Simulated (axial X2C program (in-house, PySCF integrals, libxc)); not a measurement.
# FeAl: bond curves with and without spin–orbit coupling, part 2 of 2

Computed with an in-house X2C program for linear molecules on PySCF integrals; all-electron X2C, Fe dyall-v3z, Al dyall-v3z. The steps go on from the part before.

### 9 The spin-free curves together

Energy (eV) of the followed determinant, spin-free, from each level's lowest point:

```
R (Å)   PBE0  HF (jumps)  MP2 (its reference jumps)   BLYP  r2SCAN0
2.104  0.423       1.473                      0.834  0.429    0.419
2.201  0.176       1.271                      0.771  0.184    0.171
2.274  0.070       0.694                      0.327  0.077    0.065
2.346  0.015       0.479                      0.198  0.019    0.012
2.419  0.000       0.316                      0.109  0.000    0.000
2.504  0.022       0.181                      0.043  0.015    0.026
2.588  0.075       0.091                      0.010  0.058    0.083
2.697  0.175       0.026                      0.000  0.144    0.190
2.830  0.330       0.000                      0.018  0.276    0.351
3.024  0.583       0.017                      0.062  0.492    0.615
```

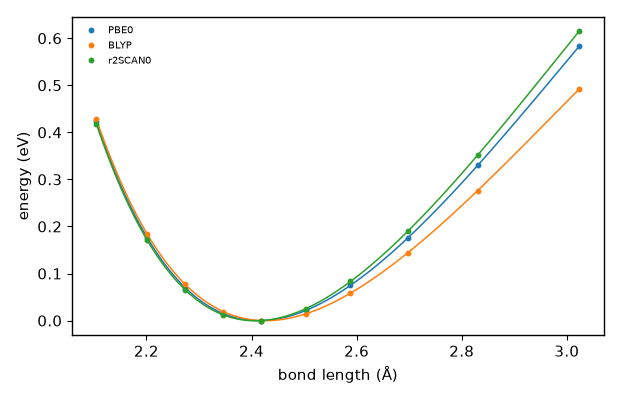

Curves of the followed state, spin-free, each from its own lowest point. Left out: HF, MP2.

### 10 PBE0, 2c

State followed: Ω = 3/2 (excess of +ω over −ω: ω = 1/2, ω = -3/2, ω = 5/2). The scan is laid around 2.419 Å, a first estimate of the minimum, and this SCF restarts from the orbitals of the search.

Output at 2.419 Å:

```text
two-component X2C + atomic mean field  PBE0
basis functions 157  fitting functions 917  grid points 5081
iter        total energy     max residual
   1      -1515.370460838     5.66e-02
   2      -1515.371043227     1.92e-04
   3      -1515.371043494     1.35e-04
   4      -1515.371043564     1.08e-04
   5      -1515.371043741     2.31e-05
   6      -1515.371043747     1.96e-05
converged
one-electron -2243.99998974  Coulomb 729.07090432  exact exchange -18.24521625  xc functional -56.32088156  nuclear repulsion 73.94042881  atomic mean-field constant 0.18371068
```

Along the bond, energies from the lowest point:

```
R (Å)  E (eV)  μ (D)  HOMO (eV)  LUMO (eV)  iterations
2.104  0.4227  -1.10      -4.68      -2.07          47
2.201  0.1760  -1.05      -4.74      -2.01          48
2.274  0.0696  -0.99      -4.78      -1.97          32
2.346  0.0147  -0.91      -4.82      -1.94          27
2.419  0.0000  -0.82      -4.85      -1.91           6
2.504  0.0218  -0.69      -4.87      -1.88          25
2.588  0.0750  -0.54      -4.87      -1.90          21
2.697  0.1756  -0.33      -4.67      -1.94          21
2.830  0.3292  -0.07      -4.43      -2.00          25
3.024  0.5747   0.14      -4.06      -2.12          26
```

Dipoles are positive if Al is the positive end.

Outer spinors at the reference distance:

```tsv
ω	occupied	ε (eV)	atomic character	λ mixture
1/2	yes	-9.41	54% Fe d, 31% Al s, 9% Fe s	100% σ
-1/2	yes	-9.39	63% Al s, 18% Fe s, 13% Fe p	100% σ
-3/2	yes	-9.31	100% Fe d	100% δ
5/2	yes	-9.19	100% Fe d	100% δ
1/2	yes	-8.05	46% Fe d, 31% Al s, 16% Fe s	100% σ
-1/2	yes	-8.02	98% Fe d	100% π
3/2	yes	-7.96	98% Fe d	100% π
1/2	yes	-5.29	82% Fe d, 13% Al p, 2% Fe p	100% π
-3/2	yes	-5.21	81% Fe d, 14% Al p, 2% Fe p	100% π
1/2	yes	-5.14	41% Fe s, 33% Al p, 12% Fe p	100% σ
-1/2	yes	-4.85	60% Al p, 25% Fe s, 9% Al s	100% σ
-1/2	no	-1.91	61% Al p, 36% Fe p, 2% Fe d	100% π
3/2	no	-1.89	61% Al p, 36% Fe p, 2% Fe d	100% π
1/2	no	-1.86	59% Al p, 23% Fe p, 17% Fe d	100% π
-3/2	no	-1.83	58% Al p, 22% Fe p, 19% Fe d	100% π
```

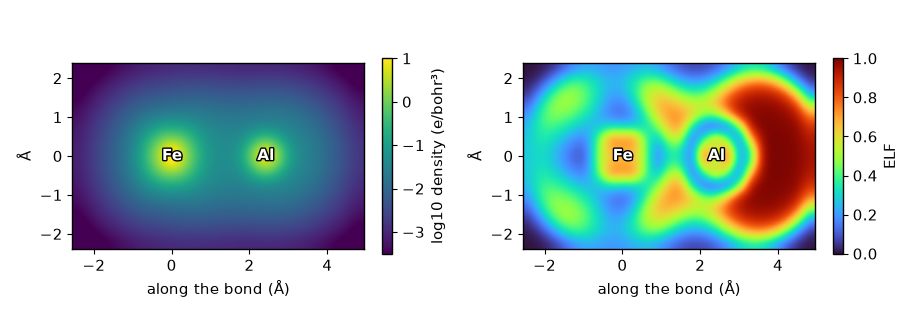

PBE0 fields in a plane through the axis, from a grid of 0.3 Å; Fe lies at z = 0 and Al at z = 2.419 Å; the ELF is damped to zero where the density is low.

Re = 2.414 Å, ωe = 299.9 cm⁻¹, ωexe = 1.18 cm⁻¹, Be = 0.159 cm⁻¹, De = 1.48 eV, μ = -0.82 D.

### 11 HF, 2c

Output at 2.419 Å:

```text
two-component X2C + atomic mean field  HF
basis functions 157  fitting functions 917  grid points 5081
iter        total energy     max residual
   1      -1513.785810950     2.16e-01
   2      -1513.815477323     1.36e-02
   3      -1513.819466550     5.89e-02
   4      -1513.824469742     2.30e-02
   5      -1513.827290338     8.63e-03
   6      -1513.830750788     3.45e-02
   7      -1513.832895034     2.59e-02
   8      -1513.842351442     2.07e-02
   9      -1513.846781810     5.66e-02
  10      -1513.853492358     7.42e-02
  11      -1513.865514871     5.49e-02
  12      -1513.873964039     1.15e-02
  13      -1513.876528948     1.25e-02
  14      -1513.876938729     1.07e-02
  15      -1513.877901539     1.69e-03
  16      -1513.878027916     2.02e-03
  17      -1513.878091249     8.65e-04
  18      -1513.878100132     3.12e-04
  19      -1513.878104232     2.02e-04
  20      -1513.878105299     1.44e-04
  21      -1513.878105894     6.33e-05
  22      -1513.878106036     2.80e-05
  23      -1513.878106084     1.41e-05
  24      -1513.878106096     8.02e-06
  25      -1513.878106101     6.88e-06
  26      -1513.878106104     5.52e-06
  27      -1513.878106107     4.73e-06
  28      -1513.878106109     3.92e-06
  29      -1513.878106110     2.68e-06
converged
one-electron -2241.23312633  Coulomb 726.41841596  exact exchange -73.18753522  xc functional 0.00000000  nuclear repulsion 73.94042881  atomic mean-field constant 0.18371068
```

No constants are quoted: the solution changes its character somewhere along the scan, so the fit is set aside.

### 12 BLYP, 2c

Output at 2.419 Å:

```text
two-component X2C + atomic mean field  BLYP
basis functions 157  fitting functions 917  grid points 5081
iter        total energy     max residual
   1      -1515.824429015     9.65e-02
   2      -1515.827679489     3.13e-02
   3      -1515.831614766     3.78e-02
   4      -1515.832321880     8.99e-03
   5      -1515.833603780     1.29e-02
   6      -1515.833857805     4.71e-03
   7      -1515.833901027     7.83e-04
   8      -1515.833906114     6.91e-04
   9      -1515.833908827     2.25e-04
  10      -1515.833909230     4.84e-05
  11      -1515.833909300     3.00e-05
  12      -1515.833909318     8.95e-06
  13      -1515.833909319     3.31e-06
converged
one-electron -2243.73546710  Coulomb 728.76049533  exact exchange 0.00000000  xc functional -74.98307703  nuclear repulsion 73.94042881  atomic mean-field constant 0.18371068
```

Re = 2.426 Å, ωe = 285.1 cm⁻¹, ωexe = 1.35 cm⁻¹, Be = 0.1573 cm⁻¹, De = 2.20 eV, μ = -0.14 D.

### 13 r2SCAN0, 2c

Output at 2.419 Å:

```text
two-component X2C + atomic mean field  r2SCAN0
basis functions 157  fitting functions 917  grid points 5081
iter        total energy     max residual
   1      -1515.597995665     7.46e-02
   2      -1515.599819309     7.70e-03
   3      -1515.600182780     1.95e-02
   4      -1515.600529724     7.33e-03
   5      -1515.600812366     5.93e-03
   6      -1515.600849829     2.01e-03
   7      -1515.600856417     2.25e-04
   8      -1515.600857626     3.06e-04
   9      -1515.600857945     1.40e-04
  10      -1515.600858015     3.64e-05
  11      -1515.600858027     3.30e-05
  12      -1515.600858029     2.27e-06
converged
one-electron -2243.91460091  Coulomb 729.02137892  exact exchange -18.25800211  xc functional -56.57377342  nuclear repulsion 73.94042881  atomic mean-field constant 0.18371068
```

Re = 2.407 Å, ωe = 306 cm⁻¹, ωexe = 1.19 cm⁻¹, Be = 0.1598 cm⁻¹, De = 1.31 eV, μ = -0.75 D.

### 14 Correlated methods, 2c

Correlated methods: 11 electrons correlated (frozen shells, counted by type: Fe 3 s, 2 p; Al 2 s, 1 p), 237 virtual spinors in MP2.

MP2: No constants are quoted: the reference changes its character somewhere along the scan, so the fit is set aside.

### 15 A higher determinant, 2c

State: Ω = 5/2 (excess of +ω over −ω: ω = 5/2).

Output at the reference distance:

```text
two-component X2C + atomic mean field  PBE0
basis functions 157  fitting functions 917  grid points 5081
iter        total energy     max residual
   1      -1515.352465846     5.82e-02
   2      -1515.353063948     1.95e-04
   3      -1515.353064337     1.02e-04
   4      -1515.353064404     3.72e-05
   5      -1515.353064415     3.23e-05
   6      -1515.353064428     7.51e-06
   7      -1515.353064429     4.90e-06
converged
one-electron -2243.04238551  Coulomb 728.09660487  exact exchange -18.24256873  xc functional -56.28885455  nuclear repulsion 73.94042881  atomic mean-field constant 0.18371068
```

```
R (Å)  E above the lowest PBE0 point (eV)
2.104                               1.072
2.201                               0.772
2.274                               0.628
2.346                               0.538
2.419                               0.489
2.504                               0.473
2.588                               0.489
2.697                               0.543
2.830                               0.640
```

Re = 2.499 Å, ωe = 261.2 cm⁻¹, ωexe = 1.51 cm⁻¹, Be = 0.1483 cm⁻¹, μ = -0.75 D. Te = 0.47 eV.

### 16 The 2c curves together

Energy (eV) of the followed determinant, 2c, from each level's lowest point:

```
R (Å)   PBE0  HF (jumps)  MP2 (its reference jumps)   BLYP  r2SCAN0
2.104  0.423       1.478                      0.841  0.428    0.418
2.201  0.176       1.275                      0.775  0.184    0.171
2.274  0.070       0.697                      0.331  0.077    0.065
2.346  0.015       0.481                      0.201  0.019    0.012
2.419  0.000       0.318                      0.111  0.000    0.000
2.504  0.022       0.182                      0.045  0.015    0.026
2.588  0.075       0.092                      0.011  0.058    0.083
2.697  0.176       0.027                      0.000  0.144    0.190
2.830  0.329       0.000                      0.017  0.276    0.352
3.024  0.575       0.017                      0.060  0.492    0.612
```

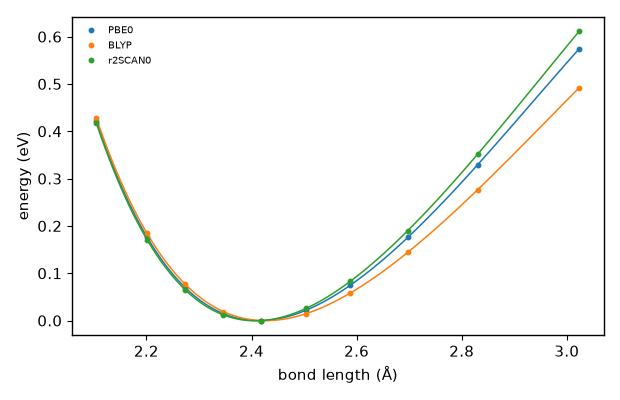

Curves of the followed state, 2c, each from its own lowest point. Left out: HF, MP2.

The whole job took 4.1 min on 1 thread of Arm Neoverse N1, shared host; peak memory 0.31 GiB.

### 17 Results

The summary covers parts 1 to 2.

Lowest determinant that the search found at its distance, spin-free: M_S = 3/2, Λ = 0 (beyond closed shells: σα, δ+α, δ-α).

Lowest determinant that the search found at its distance, 2c: Ω = 3/2 (excess of +ω over −ω: ω = 1/2, ω = -3/2, ω = 5/2).

```json
{"Hamiltonian": "spin-free", "level": "PBE0", "Re (Å)": "2.414", "ωe (cm⁻¹)": "299.9", "De (eV)": "1.48", "μ (D)": "-0.83"}
{"Hamiltonian": "spin-free", "level": "BLYP", "Re (Å)": "2.426", "ωe (cm⁻¹)": "285.1", "De (eV)": "2.20", "μ (D)": "-0.14"}
{"Hamiltonian": "spin-free", "level": "r2SCAN0", "Re (Å)": "2.407", "ωe (cm⁻¹)": "306", "De (eV)": "1.31", "μ (D)": "-0.75"}
{"Hamiltonian": "2c", "level": "PBE0", "Re (Å)": "2.414", "ωe (cm⁻¹)": "299.9", "De (eV)": "1.48", "μ (D)": "-0.82"}
{"Hamiltonian": "2c", "level": "BLYP", "Re (Å)": "2.426", "ωe (cm⁻¹)": "285.1", "De (eV)": "2.20", "μ (D)": "-0.14"}
{"Hamiltonian": "2c", "level": "r2SCAN0", "Re (Å)": "2.407", "ωe (cm⁻¹)": "306", "De (eV)": "1.31", "μ (D)": "-0.75"}
```

Dipoles are positive if Al is the positive end. No constants: spin-free HF (the solution changes its character somewhere along the scan, so the fit is set aside); spin-free MP2 (the reference changes its character somewhere along the scan, so the fit is set aside); 2c HF (the solution changes its character somewhere along the scan, so the fit is set aside); 2c MP2 (the reference changes its character somewhere along the scan, so the fit is set aside). Spin-free ⟨S²⟩ is off its pure value at r2SCAN0 4.35.

Time per point (s) on 1 thread of Arm Neoverse N1, shared host (2c runs); the times are rough: PBE0 2.1, BLYP 1.1, r2SCAN0 3.4.

At PBE0, going from spin-free to two-component changes Re by 0 mÅ, ωe by 0.0 %; the spin-free picture holds up (part of it comes from the scalar share of the two-electron terms). De moves by 0.00 eV; both De rest on single-determinant atoms, which can miss part of an open shell's spin–orbit lowering.

De refers to Fe + Al, each in the lowest determinant found, which need not be this curve's own limit. The state is a single determinant with fixed occupations, the lowest that a limited PBE0 search found. De is counted from the lowest determinant-based energies of the atoms at the same level, without counterpoise correction. Density functionals use the spin component along the axis (collinear). The meta-GGAs lack a current-density term, which matters for open shells with orbital currents, atoms included. With several unpaired electrons one determinant need not be a pure state. The spin-free determinant is spin-contaminated at some levels.
